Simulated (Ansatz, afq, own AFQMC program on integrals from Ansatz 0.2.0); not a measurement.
# AlBH2 (singlet): AFQMC on the coupled-cluster ladder, cc-pVDZ, part 2 of 2

Ansatz 0.2.0, Gaussian basis, and an in-house AFQMC program (afq) on its integrals; all values are calculated; cc-pVDZ, frozen cores. The steps go on from the part before.

## Step 14: Free-projection AFQMC, CISD trial on RHF

It reads the integrals that the CCSD(T) run on this determinant wrote.

Launch:

```
afq ham --method free --trial cisd --walkers 70 --time-step 0.03 --max-blocks 80 --target-error 0.00034 --factor-cut 1e-05 --seed 6202 --times 0,0.3,0.6,1.2,1.8,2.4,3.6,4.8,6 --taylor-order 8
```

What it wrote:

```text
orbitals 36  electrons 4 4  factors 264 of 399
reference energy -267.59139595 Eh
CCSD correlation -0.16093823 Eh in 16 cycles, weight of the determinant in the CISD state 0.8576
repeat  energy at the last time / Eh  error
    10  -267.756787  0.001915
    20  -267.756120  0.001255
    30  -267.756649  0.000980
    40  -267.757110  0.000886
    50  -267.757444  0.000782
    60  -267.757441  0.000704
    70  -267.756937  0.000613
    80  -267.757311  0.000613
time / (1/Eh)  energy / Eh  error  mean overlap
  0.00  -267.752445  0.000137  1.1662
  0.30  -267.754327  0.000126  1.1645
  0.60  -267.755434  0.000154  1.1713
  1.20  -267.756544  0.000161  1.1715
  1.80  -267.756882  0.000203  1.1645
  2.40  -267.757476  0.000221  1.1740
  3.60  -267.757664  0.000300  1.1302
  4.80  -267.758486  0.000499  1.0850
  6.00  -267.757311  0.000613  1.1427
energy -267.757311 +/- 0.000613 Eh
```

Run time: 3.2 min. Hardware: 1 thread of AMD EPYC 7R43 (Zen 3), shared host.

Energy -7286.0476 ± 0.0167 eV. Caveats: remainder of the start not in the error; error above the target.

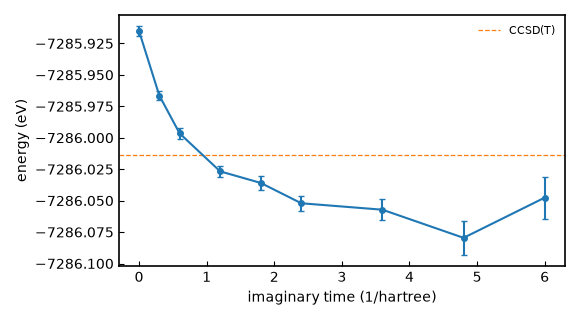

Energy against projection time, with error bars.

## Step 15: Free-projection AFQMC, CISD trial on RHF (settings varied)

It reads the integrals that the CCSD(T) run on this determinant wrote.

Launch:

```
afq ham --method free --trial cisd --walkers 50 --time-step 0.02 --max-blocks 30 --target-error 0.00068 --factor-cut 0.0001 --seed 703 --times 0.0,0.5,1.0,2.0,3.0,4.0 --taylor-order 4
```

What it wrote:

```text
orbitals 36  electrons 4 4  factors 222 of 399
reference energy -267.59139595 Eh
CCSD correlation -0.16093466 Eh in 16 cycles, weight of the determinant in the CISD state 0.8576
repeat  energy at the last time / Eh  error
    10  -267.755572  0.000911
    20  -267.756040  0.000564
    30  -267.756362  0.000641
time / (1/Eh)  energy / Eh  error  mean overlap
  0.00  -267.752443  0.000338  1.1617
  0.50  -267.754714  0.000237  1.1819
  1.00  -267.756101  0.000298  1.1772
  2.00  -267.756525  0.000360  1.2035
  3.00  -267.756700  0.000529  1.1931
  4.00  -267.756362  0.000641  1.2693
energy -267.756362 +/- 0.000641 Eh
```

It took 30 s on 1 thread of AMD EPYC 7R43 (Zen 3), shared host.

Energy -7286.0218 ± 0.0174 eV. Caveats: remainder of the start not in the error.

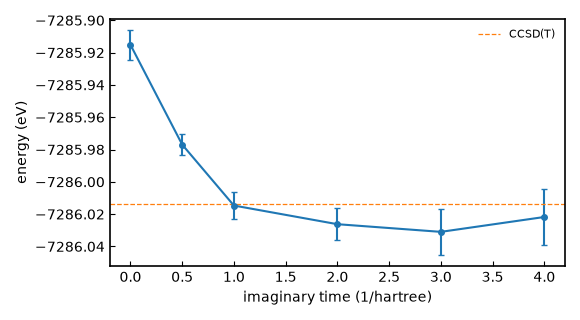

Energy against projection time, with error bars.

## Step 16: UHF

The input, in.yaml:

```yaml
crystal:
  periodic: [false, false, false]
  atoms:
    - {symbol: B, position_ang: [0.000000, 0.000000, 1.731547]}
    - {symbol: Al, position_ang: [0.000000, 0.000000, -0.588094]}
    - {symbol: H, position_ang: [0.000000, -1.367107, -1.414802]}
    - {symbol: H, position_ang: [0.000000, 1.367107, -1.414802]}
basis:
  gaussian: {orbitals: cc-pVDZ}
magnetization: {spin_polarized: true, initial_magnetization: 0}
hamiltonian: {xc: hf}
output: {orbitals: {seedname: orbitals}}
```

Launch:

```
ansatz run in.yaml --threads 1 --pin off --events-out ev --progress --plain --max-ram 1843MiB
```

What it wrote, cut to the lines that bear on the results:

```text
Functional definition: HF
  name "HF"
  cite "Fock, Z. Phys. 61, 126 (1930) doi:10.1007/BF01340294"
  parent pbe
[...]
399 factors; integrals over basis functions are off by at most 1.0e-3 eV
[...]
mean field -7282.07324305 eV, -267.6112557155 hartree, gradient 1.1e-5 eV, S^2 0.854763; 9 other end points of the search recorded, 0 dependent functions left out
reference -7282.07324305 eV, -267.6112557155 hartree; 10, 10 occupied and 32, 32 virtual orbitals, 399 factors
Total energy: -7282.07324305 eV, -267.6112557155 hartree
```

Run time: 2 s. Hardware: 1 thread of AMD EPYC 7R43 (Zen 3), shared host.

From the report: ⟨S²⟩ of the determinant 0.855 (pure singlet: 0.00). The determinant is far from a pure spin state, so its energy mixes those of several spin states (harmless only where they are near-degenerate, as at dissociation).

## Step 17: CCSD(T) on UHF

Changes to in.yaml since step 16:

```diff
@@ -10,3 +10,2 @@
 magnetization: {spin_polarized: true, initial_magnetization: 0}
-hamiltonian: {xc: hf}
-output: {orbitals: {seedname: orbitals}}
+correlation: {method: ccsd_t, electrons: outside_noble_gas, hamiltonian_folder: ham}
```

Launched as before.

What it wrote, cut to the lines that bear on the results:

```text
Functional definition: HF
  name "HF"
  cite "Fock, Z. Phys. 61, 126 (1930) doi:10.1007/BF01340294"
  parent pbe
[...]
399 factors; integrals over basis functions are off by at most 1.0e-3 eV
[...]
mean field -7282.07324305 eV, -267.6112557155 hartree, gradient 2.4e-6 eV, S^2 0.854764; 23 other end points of the search recorded, 0 dependent functions left out
[...]
6 core orbitals not correlated: weight in the atoms' cores, before any rotation towards them, 1.000 or more for the frozen orbitals, at most 0.000 for the correlated occupied ones
reference -7282.07324305 eV, -267.6112557155 hartree; 4, 4 occupied and 32, 32 virtual orbitals, 399 factors
second order -2.74552210 eV of doubles, -0.00000000 eV of singles
cycle   1  -3.86403807 eV  change    5.8e-7 eV  update   3.1e-6
perturbative correction -0.08806196 eV, -0.0032362173 hartree
Total energy: -7286.02534308 eV, -267.7564927128 hartree
```

It took 15 s on 1 thread of AMD EPYC 7R43 (Zen 3), shared host.

From the report: ⟨S²⟩ of the determinant 0.855 (pure singlet: 0.00); correlation -3.9521 eV; T1 0.075; largest double amplitude 0.07. The determinant is far from a pure spin state, so its energy mixes those of several spin states (harmless only where they are near-degenerate, as at dissociation).

This run also writes the integrals to the folder ham.

## Step 18: CCSDT(Q) on UHF

Changes to in.yaml since step 17:

```diff
@@ -10,2 +10,2 @@
 magnetization: {spin_polarized: true, initial_magnetization: 0}
-correlation: {method: ccsd_t, electrons: outside_noble_gas, hamiltonian_folder: ham}
+correlation: {method: ccsdt_q, electrons: outside_noble_gas}
```

Launched as before.

What it wrote, cut to the lines that bear on the results:

```text
Functional definition: HF
  name "HF"
  cite "Fock, Z. Phys. 61, 126 (1930) doi:10.1007/BF01340294"
  parent pbe
[...]
777 factors; integrals over basis functions are off by at most 2.3e-7 eV
[...]
mean field -7282.07328348 eV, -267.6112572012 hartree, gradient 2.0e-6 eV, S^2 0.854767; 23 other end points of the search recorded, 0 dependent functions left out
[...]
reference -7282.07328348 eV, -267.6112572012 hartree; 4, 4 occupied and 32, 32 virtual orbitals, 777 factors
second order -2.74555934 eV of doubles, -0.00000000 eV of singles
cycle   1  -3.43084978 eV  change   -6.9e-1 eV  update   8.1e-2
[...]
cycle  33  -3.99012386 eV  change   -2.3e-7 eV  update   4.8e-7
perturbative correction -0.00490146 eV, -0.0001801253 hartree
Total energy: -7286.06830879 eV, -267.7580716737 hartree
```

Wall time 44 s (1 thread of AMD EPYC 7R43 (Zen 3), shared host).

From the report: ⟨S²⟩ of the determinant 0.855 (pure singlet: 0.00); correlation -3.9950 eV; T1 0.032; largest double amplitude 0.09. The determinant is far from a pure spin state, so its energy mixes those of several spin states (harmless only where they are near-degenerate, as at dissociation).

## Step 19: Phaseless AFQMC, CISD trial on UHF

It reads the integrals that the CCSD(T) run on this determinant wrote.

Launch:

```
afq ham --method phaseless --trial cisd --walkers 70 --populations 1 --least-time 40 --time-step 0.005 --steps-per-block 50 --equilibration-blocks 28 --max-blocks 300 --target-error 0.00034 --factor-cut 1e-05 --start spin_pure --seed 4788 --release-times 0.24,0.51,0.99,1.62,2.4 --release-step 0.03 --release-every 4 --taylor-order 6
```

What it wrote:

```text
orbitals 36  electrons 4 4  factors 264 of 399
reference energy -267.61125572 Eh
CCSD correlation -0.14200041 Eh in 19 cycles, weight of the determinant in the CISD state 0.8086
energy of the start -267.728614 Eh
 block  time / (1/Eh)  mean weight  energy / Eh
     1     0.250  1.0009  -267.735604
     2     0.500  1.0002  -267.741315
     3     0.750  1.0001  -267.743935
     4     1.000  1.0000  -267.747186
     5     1.250  0.9989  -267.751045
     6     1.500  1.0004  -267.753445
     7     1.750  0.9989  -267.755500
     8     2.000  1.0001  -267.752577
     9     2.250  0.9991  -267.753487
    10     2.500  0.9996  -267.753141
    13     3.250  0.9999  -267.753648
    19     4.750  0.9986  -267.753014
    25     6.250  0.9990  -267.757841
    31     7.750  1.0010  -267.754915
    37     9.250  0.9994  -267.755430
    43    10.750  0.9985  -267.761565
    49    12.250  0.9977  -267.761134
    55    13.750  1.0018  -267.755211
    61    15.250  1.0000  -267.759734
    67    16.750  1.0003  -267.756555
    73    18.250  0.9987  -267.749876
    79    19.750  1.0001  -267.753729
    85    21.250  1.0000  -267.755939
    91    22.750  1.0024  -267.751749
    97    24.250  0.9996  -267.757058
   103    25.750  0.9997  -267.756512
   109    27.250  1.0009  -267.761311
   115    28.750  1.0016  -267.752323
   121    30.250  1.0014  -267.756837
   127    31.750  1.0000  -267.761057
   133    33.250  0.9994  -267.752969
   139    34.750  1.0007  -267.754146
   145    36.250  1.0007  -267.755707
   151    37.750  0.9988  -267.755060
   157    39.250  1.0005  -267.755275
   163    40.750  1.0002  -267.752207
   169    42.250  1.0000  -267.753010
   175    43.750  0.9875  -267.753823
   181    45.250  1.0012  -267.758920
   187    46.750  0.9998  -267.756889
   193    48.250  1.0012  -267.765418
   199    49.750  1.0003  -267.757482
   205    51.250  0.9986  -267.756999
   211    52.750  0.9989  -267.758114
   217    54.250  0.9991  -267.757685
   223    55.750  0.9986  -267.757066
   229    57.250  0.9988  -267.752320
   235    58.750  1.0000  -267.756455
   241    60.250  0.9984  -267.756923
   247    61.750  1.0014  -267.754194
blocks merged  error / Eh  count
     1  0.000209  220
     2  0.000263  110
     4  0.000311  55
     8  0.000339  27
    16  0.000395  13
released: time / (1/Eh)  energy / Eh  error  mean overlap
  0.24  -267.756700  0.000398  1.0109
  0.51  -267.757010  0.000410  1.0169
  0.99  -267.757370  0.000486  1.0147
  1.62  -267.758083  0.000378  1.0110
  2.40  -267.757598  0.000660  1.0147
energy -267.756335 +/- 0.000339 Eh
```

Wall time 7 min (1 thread of AMD EPYC 7R43 (Zen 3), shared host); peak memory 0.32 GiB.

Energy -7286.0211 ± 0.0092 eV. Caveats: constraint bias not in the error.

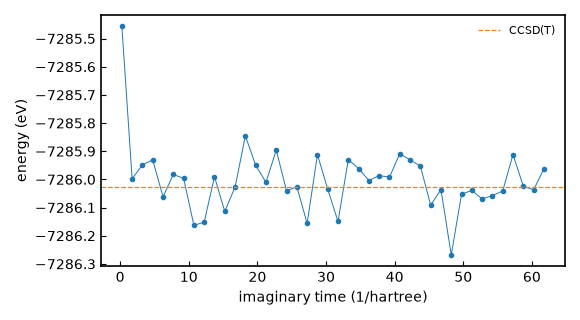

Block energies along the walk.

## Step 20: Phaseless AFQMC, single-determinant trial on UHF

It reads the integrals that the CCSD(T) run on this determinant wrote.

Launch:

```
afq ham --method phaseless --trial hf --walkers 140 --populations 1 --least-time 40 --time-step 0.005 --steps-per-block 20 --equilibration-blocks 112 --max-blocks 600 --target-error 0.00102 --factor-cut 1e-05 --start spin_pure --seed 5935 --taylor-order 6
```

What it wrote:

```text
orbitals 36  electrons 4 4  factors 264 of 399
reference energy -267.61125572 Eh
CCSD correlation -0.14200041 Eh in 19 cycles, weight of the determinant in the CISD state 0.8086
energy of the start -267.609240 Eh
 block  time / (1/Eh)  mean weight  energy / Eh
     1     0.100  0.9997  -267.629589
     2     0.200  1.0013  -267.645857
     3     0.300  1.0003  -267.664583
     4     0.400  1.0016  -267.675472
     5     0.500  1.0005  -267.685343
     6     0.600  1.0006  -267.693969
     7     0.700  0.9990  -267.701042
     8     0.800  0.9996  -267.710724
     9     0.900  1.0008  -267.711970
    10     1.000  0.9994  -267.719864
    18     1.800  1.0005  -267.750029
    35     3.500  0.9996  -267.754408
    52     5.200  0.9993  -267.745553
    69     6.900  1.0004  -267.749223
    86     8.600  0.9985  -267.761315
   103    10.300  1.0000  -267.749682
   120    12.000  1.0004  -267.767574
   137    13.700  0.9997  -267.746257
   154    15.400  1.0010  -267.767468
   171    17.100  1.0014  -267.756777
   188    18.800  0.9997  -267.745976
   205    20.500  1.0007  -267.746452
   222    22.200  1.0004  -267.736270
   239    23.900  0.9988  -267.745254
   256    25.600  1.0015  -267.769032
   273    27.300  0.9987  -267.756181
   290    29.000  1.0011  -267.756145
   307    30.700  1.0001  -267.743880
   324    32.400  1.0000  -267.754978
   341    34.100  1.0010  -267.742196
   358    35.800  1.0022  -267.742106
   375    37.500  1.0004  -267.758103
   392    39.200  1.0005  -267.771833
   409    40.900  1.0026  -267.769975
   426    42.600  1.0017  -267.763084
   443    44.300  1.0005  -267.751935
   460    46.000  0.9993  -267.743196
   477    47.700  1.0001  -267.740464
   494    49.400  1.0000  -267.737065
   511    51.100  0.9994  -267.746052
   528    52.800  1.0002  -267.755689
   545    54.500  1.0004  -267.745930
   562    56.200  0.9994  -267.731797
   579    57.900  0.9998  -267.755784
   596    59.600  1.0001  -267.722983
   613    61.300  1.0002  -267.750516
   630    63.000  1.0000  -267.736829
   647    64.700  1.0000  -267.735917
   664    66.400  1.0010  -267.746504
   681    68.100  0.9992  -267.751531
   698    69.800  1.0017  -267.743974
blocks merged  error / Eh  count
     1  0.000467  600
     2  0.000635  300
     4  0.000862  150
     8  0.001167  75
    16  0.001429  37
    32  0.001819  18
    64  0.001821  9
energy -267.750296 +/- 0.001819 Eh
```

Wall time 5.3 min (1 thread of AMD EPYC 7R43 (Zen 3), shared host); peak memory 0.32 GiB.

Energy -7285.8567 ± 0.0495 eV. The run doesn't count as converged. Caveats: constraint bias not in the error; error not settled; error above the target.

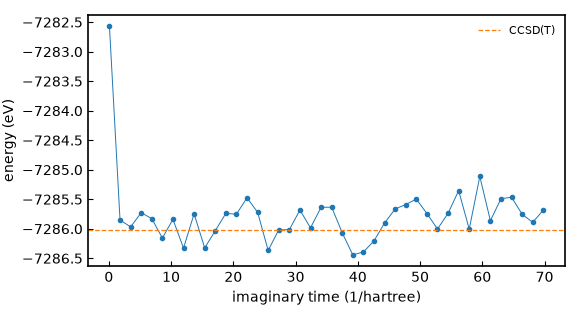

Block energies along the walk.

## Step 21: Free-projection AFQMC, CISD trial on UHF

It reads the integrals that the CCSD(T) run on this determinant wrote.

Launch:

```
afq ham --method free --trial cisd --walkers 70 --time-step 0.03 --max-blocks 80 --target-error 0.00034 --factor-cut 1e-05 --seed 6202 --times 0,0.3,0.6,1.2,1.8,2.4,3.6,4.8,6 --taylor-order 8
```

What it wrote:

```text
orbitals 36  electrons 4 4  factors 264 of 399
reference energy -267.61125572 Eh
CCSD correlation -0.14200041 Eh in 19 cycles, weight of the determinant in the CISD state 0.8086
repeat  energy at the last time / Eh  error
    10  -267.760519  0.001325
    20  -267.759545  0.000959
    30  -267.758356  0.001011
    40  -267.757897  0.000797
    50  -267.757473  0.000708
    60  -267.757595  0.000636
    70  -267.757576  0.000560
    80  -267.757387  0.000523
time / (1/Eh)  energy / Eh  error  mean overlap
  0.00  -267.753178  0.000105  1.2361
  0.30  -267.755006  0.000128  1.2307
  0.60  -267.755984  0.000143  1.2298
  1.20  -267.757189  0.000176  1.2188
  1.80  -267.757411  0.000201  1.2231
  2.40  -267.757858  0.000219  1.2125
  3.60  -267.757896  0.000324  1.2195
  4.80  -267.756967  0.000548  1.2426
  6.00  -267.757387  0.000523  1.2711
energy -267.757387 +/- 0.000523 Eh
```

Wall time 7.7 min (1 thread of AMD EPYC 7R43 (Zen 3), shared host); peak memory 0.37 GiB.

Energy -7286.0497 ± 0.0142 eV. Caveats: remainder of the start not in the error; start is not spin pure; error above the target.

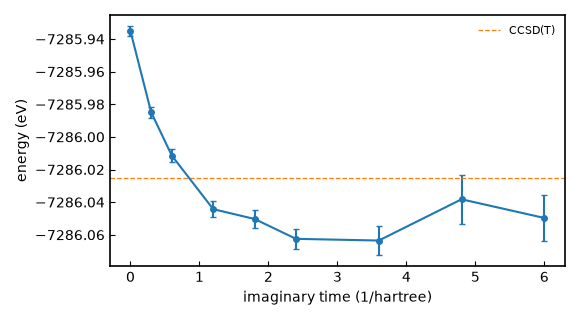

Energy against projection time, with error bars.

## Step 22: Free-projection AFQMC, CISD trial on UHF (settings varied)

It reads the integrals that the CCSD(T) run on this determinant wrote.

Launch:

```
afq ham --method free --trial cisd --walkers 50 --time-step 0.02 --max-blocks 30 --target-error 0.00068 --factor-cut 0.0001 --seed 703 --times 0.0,0.5,1.0,2.0,3.0,4.0 --taylor-order 4
```

What it wrote:

```text
orbitals 36  electrons 4 4  factors 222 of 399
reference energy -267.61125572 Eh
CCSD correlation -0.14199728 Eh in 19 cycles, weight of the determinant in the CISD state 0.8087
repeat  energy at the last time / Eh  error
    10  -267.756357  0.000953
    20  -267.755969  0.000746
    30  -267.756221  0.000588
time / (1/Eh)  energy / Eh  error  mean overlap
  0.00  -267.753371  0.000254  1.2365
  0.50  -267.755211  0.000259  1.2627
  1.00  -267.755912  0.000240  1.2857
  2.00  -267.756876  0.000388  1.2732
  3.00  -267.757141  0.000574  1.3037
  4.00  -267.756221  0.000588  1.3887
energy -267.756221 +/- 0.000588 Eh
```

Wall time 79 s (1 thread of AMD EPYC 7R43 (Zen 3), shared host); peak memory 0.37 GiB.

Energy -7286.0179 ± 0.0160 eV. Caveats: remainder of the start not in the error; start is not spin pure.

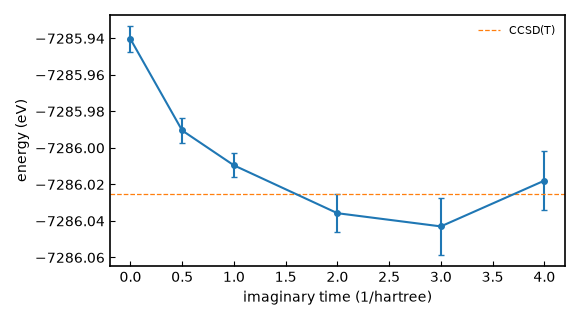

Energy against projection time, with error bars.

## Step 23: Phaseless AFQMC, first-order trial on UHF (settings varied)

It reads the integrals that the CCSD(T) run on this determinant wrote.

Launch:

```
afq ham --method phaseless --trial mp1 --walkers 20 --populations 1 --least-time 40 --time-step 0.05 --steps-per-block 10 --equilibration-blocks 25 --max-blocks 100 --target-error 0.00068 --factor-cut 1e-06 --start determinant --seed 815 --taylor-order 2
```

What it wrote:

```text
orbitals 36  electrons 4 4  factors 297 of 399
reference energy -267.61125572 Eh
CCSD correlation -0.14200069 Eh in 19 cycles, weight of the determinant in the CISD state 0.8086
energy of the start -267.712152 Eh
 block  time / (1/Eh)  mean weight  energy / Eh
     1     0.500  1.0175  -267.728666
     2     1.000  0.9957  -267.738477
     3     1.500  1.0002  -267.756660
     4     2.000  0.9861  -267.747576
     5     2.500  1.0115  -267.766799
     6     3.000  1.0065  -267.752228
     7     3.500  1.0182  -267.747481
     8     4.000  0.9780  -267.749329
     9     4.500  1.0279  -267.756538
    10     5.000  0.9960  -267.755114
    13     6.500  1.0250  -267.744006
    16     8.000  0.9981  -267.749406
    19     9.500  0.9942  -267.754170
    22    11.000  0.9966  -267.762479
    25    12.500  1.0275  -267.762094
    28    14.000  0.9849  -267.757937
    31    15.500  0.9892  -267.750371
    34    17.000  1.0431  -267.750193
    37    18.500  1.0102  -267.763930
    40    20.000  1.0044  -267.767348
    43    21.500  1.0183  -267.763432
    46    23.000  1.0211  -267.748666
    49    24.500  0.9963  -267.750616
    52    26.000  1.0214  -267.756005
    55    27.500  1.0157  -267.761892
    58    29.000  1.0017  -267.759981
    61    30.500  1.0148  -267.741818
    64    32.000  1.0214  -267.753305
    67    33.500  0.9830  -267.746158
    70    35.000  1.0098  -267.750571
    73    36.500  1.0066  -267.754559
    76    38.000  1.0028  -267.753161
    79    39.500  0.9891  -267.748494
    82    41.000  1.0000  -267.751892
    85    42.500  0.9755  -267.749366
    88    44.000  1.0139  -267.750400
    91    45.500  1.0362  -267.766065
    94    47.000  0.9715  -267.752715
    97    48.500  0.9969  -267.748681
   100    50.000  0.9765  -267.749840
   103    51.500  0.9904  -267.757366
   106    53.000  1.0047  -267.771320
   109    54.500  0.9920  -267.766900
   112    56.000  0.9849  -267.773890
   115    57.500  0.9820  -267.761475
   118    59.000  1.0011  -267.755305
   121    60.500  1.0045  -267.762703
   124    62.000  0.9830  -267.760953
blocks merged  error / Eh  count
     1  0.000721  100
     2  0.000885  50
     4  0.001099  25
     8  0.001476  12
energy -267.756667 +/- 0.001099 Eh
```

Wall time 24 s (1 thread of AMD EPYC 7R43 (Zen 3), shared host); peak memory 0.37 GiB.

Energy -7286.0301 ± 0.0299 eV. Caveats: constraint bias not in the error; error above the target. The error still grows with block length (0.0241 to 0.0402 eV), so the bar may be too small.

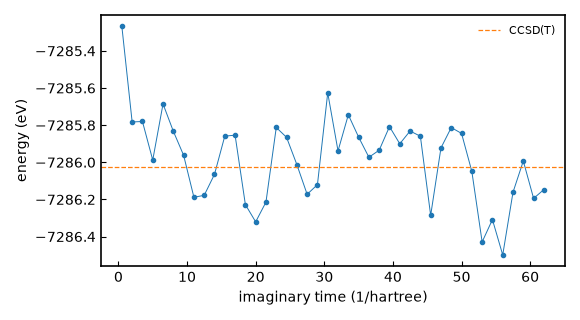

Block energies along the walk.

## Step 24: All levels side by side

On the RHF determinant, counted from CCSDT(Q) (a yardstick, not exact):

| level | energy (eV) | from CCSDT(Q) (meV) | statistical error (meV) | time |
| --- | --- | --- | --- | --- |
| HF | -7281.5328 | +4519.2 |  |  |
| MP2 | -7284.6995 | +1352.5 |  |  |
| CCSD | -7285.9122 | +139.8 |  |  |
| CCSD(T) | -7286.0137 | +38.3 |  |  |
| CCSDT(Q) | -7286.0520 | 0.0 |  |  |
| Phaseless AFQMC, CISD trial, step 0.005, 70 walkers | -7286.0409 | +11.1 | 8.9 | 2.8 min |
| Phaseless AFQMC, single-determinant trial, step 0.005, 140 walkers | -7285.9502 | +101.8 | 34.5 | 3.1 min |
| Free-projection AFQMC, CISD trial, step 0.03, 70 walkers | -7286.0476 | +4.4 | 16.7 | 3.2 min |
| Free-projection AFQMC, CISD trial, step 0.02, 50 walkers | -7286.0218 | +30.2 | 17.4 | 30 s |

On the UHF determinant, counted from CCSDT(Q) (a yardstick, not exact):

| level | energy (eV) | from CCSDT(Q) (meV) | statistical error (meV) | time |
| --- | --- | --- | --- | --- |
| HF | -7282.0732 | +3995.1 |  |  |
| MP2 | -7284.8188 | +1249.5 |  |  |
| CCSD | -7285.9373 | +131.0 |  |  |
| CCSD(T) | -7286.0253 | +43.0 |  |  |
| CCSDT(Q) | -7286.0683 | 0.0 |  |  |
| Phaseless AFQMC, CISD trial, step 0.005, 70 walkers | -7286.0211 | +47.2 | 9.2 | 7 min |
| Free-projection AFQMC, CISD trial, step 0.03, 70 walkers | -7286.0497 | +18.6 | 14.2 | 7.7 min |
| Free-projection AFQMC, CISD trial, step 0.02, 50 walkers | -7286.0179 | +50.4 | 16.0 | 79 s |

The functionals' totals stand on their own zeros and serve differences with other points: PBE -7295.322 eV; r2SCAN -7299.159 eV; PBE0 -7296.247 eV; B3LYP -7301.250 eV; wB97M-V -7299.345 eV; B2PLYP -7296.249 eV.

## Step 25: Summary of results

What follows sums up all 2 parts.

```
                                                      quantity              value
                                  CCSD(T) on RHF from CCSDT(Q)          +38.3 meV
              Phaseless AFQMC, CISD trial on RHF from CCSDT(Q)    +11.1 ± 8.9 meV
Phaseless AFQMC, single-determinant trial on RHF from CCSDT(Q)  +101.8 ± 34.5 meV
        Free-projection AFQMC, CISD trial on RHF from CCSDT(Q)    +4.4 ± 16.7 meV
                                  CCSD(T) on UHF from CCSDT(Q)          +43.0 meV
              Phaseless AFQMC, CISD trial on UHF from CCSDT(Q)    +47.2 ± 9.2 meV
        Free-projection AFQMC, CISD trial on UHF from CCSDT(Q)   +18.6 ± 14.2 meV
```

**Reading.** On RHF the phaseless walk with the CISD trial lies +11.1 meV from CCSDT(Q), within three error bars. Free projection has no constraint; at the last time it gives +4.4 ± 16.7 meV. On UHF the phaseless walk with the CISD trial lies +47.2 meV from CCSDT(Q), 5 times its error bar. Free projection has no constraint; at the last time it gives +18.6 ± 14.2 meV, and from a start that isn't spin pure other spins can mix in. Error bars are statistical and leave out the constraint, the time step and what remains of the start.
